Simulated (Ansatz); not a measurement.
# One shape, several levels: singlet GaCl2O+

We compute a comparison of 4 runs (B2PLYP/aug-cc-pVDZ, PBE/aug-cc-pVDZ, SVWN5/aug-cc-pVDZ, r2SCAN0/aug-cc-pVDZ) of singlet GaCl2O+. 

The calculation is run with Ansatz 0.2.0.

47 further runs of the same task are left out: 5 that didn't finish, 42 set aside as unsound or not needed.

### 1 The molecule

The species is GaCl2O+ (4 atoms), meant as a singlet with charge +1. SMILES of the parent species: `[O][Ga]([Cl])[Cl]`. The shape is that of a PBE0-D4/def2-TZVP optimisation. That shape belongs to the parent species and isn't relaxed for this state.

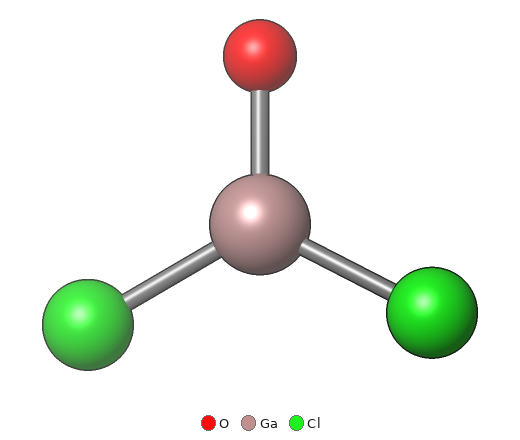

The structure, seen from a chosen angle (oxygen red, gallium pink, chlorine green).

### 2 The energy at B2PLYP/aug-cc-pVDZ (run 1)

Input file input.yaml:

```yaml
basis:
  gaussian: {orbitals: aug-cc-pVDZ}
crystal:
  periodic: [false, false, false]
  atoms:
    - {symbol: O, position_ang: [0.746300, 1.055700, 1.312100]}
    - {symbol: Ga, position_ang: [0.035800, 0.016900, 0.034200]}
    - {symbol: Cl, position_ang: [0.760400, -1.952900, -0.180900]}
    - {symbol: Cl, position_ang: [-1.486800, 0.819800, -1.185700]}
hamiltonian: {xc: {name: B2PLYP}}
total_charge: 1
output: {orbitals: {seedname: orbitals}}
correlation: {frozen_orbitals: {Cl: 5, Ga: 9, O: 1}}
accuracy: high
```

The run is started by

```console
ansatz run input.yaml --threads 1 --pin off --max-ram 3480MiB --events-out events.jsonl --progress --plain --runs-dir runs
```

Output:

```text
Warning: RAYON_NUM_THREADS=1 ignored (pool sized by the plan → 1); use --threads N
Functional definition: B2PLYP
  name "B2PLYP"
  parameter a = 0.53
  parameter c = 0.27
  exchange = (1 - a)*b88_x + a*exact_x
  correlation = (1 - c)*lyp_c + c*(mp2_os + mp2_ss)
2215 factors; integrals over basis functions are off by at most 3.7e-9 eV
mean field evaluation 1: about -79409.2251 eV, gradient 8.8e1 eV
mean field evaluation 2: about -79409.3778 eV, gradient 8.7e1 eV
mean field evaluation 4: about -79420.7186 eV, gradient 4.6e1 eV
mean field evaluation 8: about -79431.5127 eV, gradient 1.8e1 eV
mean field evaluation 16: about -79432.6129 eV, gradient 2.5e-2 eV
mean field evaluation 32: about -79432.6129 eV, gradient 5.2e-4 eV
mean field evaluation 64: about -79432.4539 eV, gradient 3.5e0 eV
mean field evaluation 96: about -79416.6264 eV, gradient 1.7e1 eV
mean field evaluation 128: about -79432.6128 eV, gradient 1.0e-1 eV
mean field -79432.61288821 eV, -2919.0946822830 hartree, gradient 6.6e-8 eV, S^2 0.000000; 5 other end points of the search recorded, 0 dependent functions left out; unrestricted orbitals would lower it
20 core orbitals not correlated: weight in the atoms' cores, before any rotation towards them, 1.000 or more for the frozen orbitals, at most 0.000 for the correlated occupied ones
reference -79432.61291572 eV, -2919.0946832939 hartree; 16, 16 occupied and 77, 77 virtual orbitals, 2215 factors
second order -20.17825603 eV of doubles, -0.00000000 eV of singles
Total energy: -79438.06104485 eV, -2919.2948983465 hartree
```

It took 69 s on 1 thread of Arm Neoverse V2, shared host; peak memory 0.56 GiB.

### 3 A single-point energy at PBE/aug-cc-pVDZ (run 2)

Input file job.yaml:

```yaml
crystal:
  periodic: [false, false, false]
  atoms:
    - {symbol: O, position_ang: [0.746300, 1.055700, 1.312100]}
    - {symbol: Ga, position_ang: [0.035800, 0.016900, 0.034200]}
    - {symbol: Cl, position_ang: [0.760400, -1.952900, -0.180900]}
    - {symbol: Cl, position_ang: [-1.486800, 0.819800, -1.185700]}
basis:
  gaussian: {orbitals: aug-cc-pVDZ}
total_charge: 1
hamiltonian: {xc: {name: PBE}}
accuracy: high
output: {orbitals: {seedname: orbitals}}
```

The run is started by

```console
ansatz run job.yaml --threads 1 --pin off --max-ram 3480MiB --events-out events.jsonl --progress --plain --runs-dir runs
```

Output (excerpt; [...] marks lines left out):

```text
Warning: RAYON_NUM_THREADS=1 ignored (pool sized by the plan → 1); use --threads N
Functional definition: PBE
  name "PBE"
[...]
2215 factors; integrals over basis functions are off by at most 3.7e-9 eV
[...]
mean field -79438.95357966 eV, -2919.3276983959 hartree, gradient 3.0e-8 eV, S^2 0.000000; 8 other end points of the search recorded, 0 dependent functions left out
reference -79438.95358664 eV, -2919.3276986524 hartree; 36, 36 occupied and 77, 77 virtual orbitals, 2215 factors
Total energy: -79438.95358664 eV, -2919.3276986524 hartree
```

It took 33 s on 1 thread of Arm Neoverse V2, shared host; peak memory 0.34 GiB.

### 4 The energy at SVWN5/aug-cc-pVDZ (run 3)

Input file job.yaml:

```yaml
crystal:
  periodic: [false, false, false]
  atoms:
    - symbol: O
      position_ang: [0.746300, 1.055700, 1.312100]
    - symbol: Ga
      position_ang: [0.035800, 0.016900, 0.034200]
    - symbol: Cl
      position_ang: [0.760400, -1.952900, -0.180900]
    - symbol: Cl
      position_ang: [-1.486800, 0.819800, -1.185700]
basis:
  gaussian:
    orbitals: aug-cc-pVDZ
accuracy: high
output: {orbitals: {seedname: orbitals}}
hamiltonian:
  xc: {name: SVWN5}
total_charge: 1
```

The run is started by

```console
ansatz run job.yaml --threads 1 --pin off --max-ram 3480MiB --events-out events.jsonl --progress --plain --runs-dir runs
```

Output:

```text
Warning: RAYON_NUM_THREADS=1 ignored (pool sized by the plan → 1); use --threads N
Functional definition: SVWN5
  name "SVWN5"
  exchange = slater_x
  correlation = vwn5_c
2215 factors; integrals over basis functions are off by at most 3.7e-9 eV
mean field evaluation 1: about -79251.3496 eV, gradient 1.1e2 eV
mean field evaluation 2: about -78942.2735 eV, gradient 2.1e2 eV
mean field evaluation 4: about -79258.0074 eV, gradient 8.3e1 eV
mean field evaluation 8: about -79262.5526 eV, gradient 6.9e1 eV
mean field evaluation 16: about -79281.7653 eV, gradient 5.6e-3 eV
mean field evaluation 32: about -79281.7362 eV, gradient 1.4e0 eV
mean field evaluation 64: about -79281.6512 eV, gradient 4.9e0 eV
mean field evaluation 96: about -79281.2297 eV, gradient 1.7e0 eV
mean field -79281.76531412 eV, -2913.5511361834 hartree, gradient 8.6e-9 eV, S^2 0.000000; 8 other end points of the search recorded, 0 dependent functions left out
reference -79281.76532095 eV, -2913.5511364344 hartree; 36, 36 occupied and 77, 77 virtual orbitals, 2215 factors
Total energy: -79281.76532095 eV, -2913.5511364344 hartree
```

Run time: 20 s. Hardware: 1 thread of Arm Neoverse V2, shared host; peak memory 0.33 GiB.

### 5 A single-point energy at r2SCAN0/aug-cc-pVDZ (run 4)

Input file job.yaml:

```yaml
crystal:
  periodic: [false, false, false]
  atoms:
    - {symbol: O, position_ang: [0.746300, 1.055700, 1.312100]}
    - {symbol: Ga, position_ang: [0.035800, 0.016900, 0.034200]}
    - {symbol: Cl, position_ang: [0.760400, -1.952900, -0.180900]}
    - {symbol: Cl, position_ang: [-1.486800, 0.819800, -1.185700]}
basis:
  gaussian:
    orbitals: aug-cc-pVDZ
total_charge: 1
hamiltonian:
  xc: {name: r2SCAN0}
accuracy: high
output:
  orbitals: {seedname: orbitals}
```

The run is started by

```console
ansatz run job.yaml --threads 1 --pin off --max-ram 3480MiB --events-out events.jsonl --progress --plain --runs-dir runs
```

Output:

```text
Warning: RAYON_NUM_THREADS=1 ignored (pool sized by the plan → 1); use --threads N
Functional definition: r2SCAN0
  name "r2SCAN0"
  parameter a = 0.25
  parameter k0 = 0.174
  parameter k1 = 0.065
  parameter a1 = 4.9479
  exchange = (1 - a)*r2scan_x(k0 = k0, k1 = k1, a1 = a1) + a*exact_x
  correlation = r2scan_c
2215 factors; integrals over basis functions are off by at most 3.7e-9 eV
mean field evaluation 1: about -79428.6554 eV, gradient 9.3e1 eV
mean field evaluation 2: about -79207.5982 eV, gradient 2.0e2 eV
mean field evaluation 4: about -79449.0462 eV, gradient 3.8e1 eV
mean field evaluation 8: about -79452.9320 eV, gradient 1.7e1 eV
mean field evaluation 16: about -79453.7906 eV, gradient 1.5e-8 eV
mean field evaluation 32: about -79453.0106 eV, gradient 1.6e1 eV
mean field -79453.79064042 eV, -2919.8729503218 hartree, gradient 1.7e-8 eV, S^2 0.000000; 4 other end points of the search recorded, 0 dependent functions left out
reference -79453.79064290 eV, -2919.8729504131 hartree; 36, 36 occupied and 77, 77 virtual orbitals, 2215 factors
Total energy: -79453.79064290 eV, -2919.8729504131 hartree
```

Wall time 59 s (1 thread of Arm Neoverse V2, shared host); peak memory 0.52 GiB.

### 6 All runs side by side

```
run                level  frozen core orbitals   energy (Eh)  wall time
  1   B2PLYP/aug-cc-pVDZ                    20  -2919.294898       69 s
  2      PBE/aug-cc-pVDZ                     –  -2919.327699       33 s
  3    SVWN5/aug-cc-pVDZ                     –  -2913.551136       20 s
  4  r2SCAN0/aug-cc-pVDZ                     –  -2919.872950       59 s
```

### 7 What came out

```
            quantity           value
 run 4: total energy  -2919.87295 Eh
  run 4: HOMO energy       -16.11 eV
  run 4: LUMO energy       -14.63 eV
run 4: HOMO–LUMO gap         1.48 eV
```

What this shows: Totals of different functionals can't be ranked against each other. In run 1 the log says that unrestricted orbitals would lower the reference, so the values rest on an unstable closed-shell determinant (other closed-shell runs at this shape may share the fault). All runs together took 3 min, the longest 69 s.
